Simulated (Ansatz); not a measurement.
ClFH$_{9}$O$_{3}$Si$_{4}$···H$_{3}$O

Input

```
crystal:
  periodic: [false, false, false]
  atoms:
    - {symbol: Si, position_ang: [0.190404, -0.166196, 0.561261]}
    - {symbol: O, position_ang: [-1.368918, -0.372035, -0.105215]}
    - {symbol: Si, position_ang: [-2.360185, 0.957105, -0.413048]}
    - {symbol: O, position_ang: [1.553603, -0.085338, -0.330154]}
    - {symbol: Si, position_ang: [2.677289, -1.110602, -0.957642]}
    - {symbol: O, position_ang: [-0.073535, 1.492750, 0.647001]}
    - {symbol: Si, position_ang: [0.933379, 2.786994, 0.581750]}
    - {symbol: Cl, position_ang: [0.313788, -0.523214, 2.594695]}
    - {symbol: H, position_ang: [-0.763986, -2.647768, 0.133113]}
    - {symbol: F, position_ang: [0.320687, -2.042998, 0.343899]}
    - {symbol: H, position_ang: [-1.889371, -1.683875, -0.174723]}
    - {symbol: O, position_ang: [-1.829871, -2.744851, -0.125206]}
    - {symbol: H, position_ang: [-1.797875, 1.853673, -1.443680]}
    - {symbol: H, position_ang: [-3.564329, 0.287200, -0.982684]}
    - {symbol: H, position_ang: [-2.767581, 1.664244, 0.817586]}
    - {symbol: H, position_ang: [3.272598, -1.968655, 0.095861]}
    - {symbol: H, position_ang: [3.734139, -0.258889, -1.556764]}
    - {symbol: H, position_ang: [2.080476, -1.960394, -2.019161]}
    - {symbol: H, position_ang: [1.396074, 3.034775, -0.808480]}
    - {symbol: H, position_ang: [2.112835, 2.587410, 1.462358]}
    - {symbol: H, position_ang: [0.161557, 3.967528, 1.047268]}
    - {symbol: H, position_ang: [-2.331077, -3.066864, 0.632265]}
basis:
  gaussian: {orbitals: def2-TZVPP}
hamiltonian: {xc: pbe0, dispersion: d4}
output: {orbitals: {seedname: orbitals}}
```

Run with:

```sh
ansatz run in.yaml --threads 11 --pin off --events-out ev --progress --plain --max-ram 166912MiB --backend cuda --devices 0, --max-vram 75GiB
```

A transition-state structure; geometry: PBE0-D4/def2-TZVP.

These are results of Ansatz 0.2.0, RKS PBE0-D4/def2-TZVPP, not measurements.

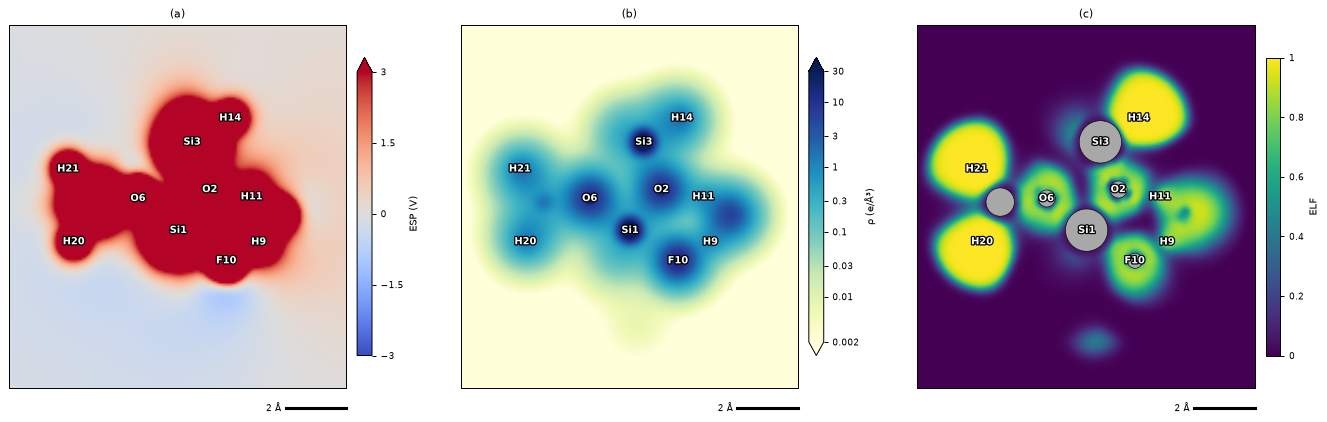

Figure 1. (a) electrostatic potential; (b) total electron density; (c) ELF on the plane of atoms O2, Si3 and H14. Grey discs cover the atomic cores in the ELF map.

> Describe what can be read from this map.

Atoms in the plane: Si, O, H and F.
F10···H9 (1.26 Å): the density falls to about 0.89 e/Å³ on the way; the ELF peaks at about 0.85 between the atoms.
Si–F (1.89 Å): the density is about 0.58 e/Å³ at the midpoint; the ELF peaks at about 0.85 in the valence shell of F, 0.5 Å from its nucleus, and is about 0.50 at the midpoint.
Si–O (1.68 Å): ρ is about 1.1 e/Å³ halfway; the ELF peaks at about 0.90 between the atoms, as expected for a shared but strongly polarised pair.
Si–H (1.49 Å): ρ at the midpoint is about 0.81 e/Å³; the ELF climbs to about 1 towards the hydrogen, as it does in any bond to H.
The ELF also peaks beside F10 and O12, away from the bonds: lone-pair regions.
Outside the dense part of the complex the potential is most negative (−0.9 V) near F10.

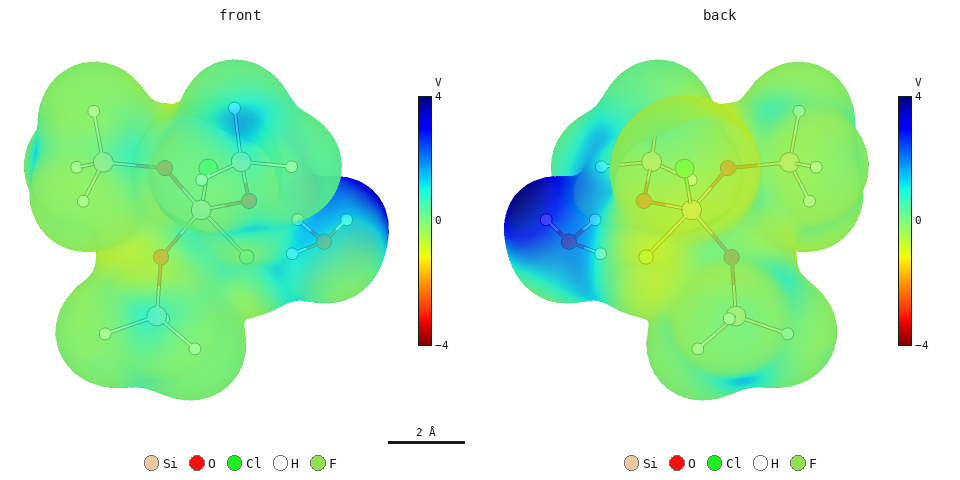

Figure 2. The molecular electrostatic potential painted on the density surface at 0.002 e/bohr³, seen from the front and from behind; the colour scale runs from red (negative) to blue (positive).

> Which sites attract a positive test charge, and which a negative one?

A positive charge is drawn to the negative regions and a negative charge to the positive ones. The most negative region (about −0.9 V, or −21 kcal/mol for a unit charge) lies over O6, Cl8 and F10, the most positive (about +3.8 V, or +88 kcal/mol for a unit charge) over H22.

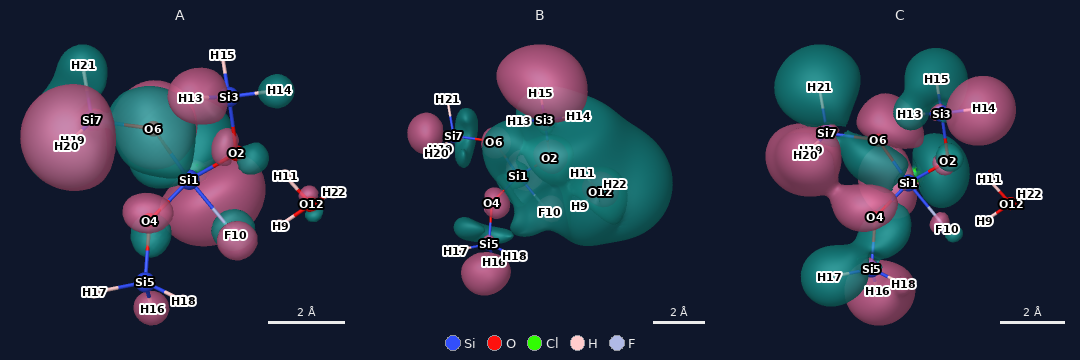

Figure 3. Three frontier orbitals at ±0.04 Å⁻³ᐟ² (teal and pink are the two phases), in no order.

> Order the three orbitals by energy and name them.

C is the HOMO−1 (−8.70 eV). Its weight (Hirshfeld) is mainly on O6 (about 25 %), Si7 (about 15 %), H21 (about 10 %), Cl8 (about 10 %) and O4 (about 10 %). A is the HOMO (−8.28 eV). It lies mainly on Cl8 (about 40 %), O6 (about 25 %), Si7 (about 10 %) and H19 (about 10 %). B is the LUMO (−0.39 eV). Its weight (Hirshfeld) is mainly on H22 (about 25 %), Si3 (about 20 %) and O12 (about 10 %).

> What is the HOMO–LUMO gap?

7.89 eV between the orbital energies.
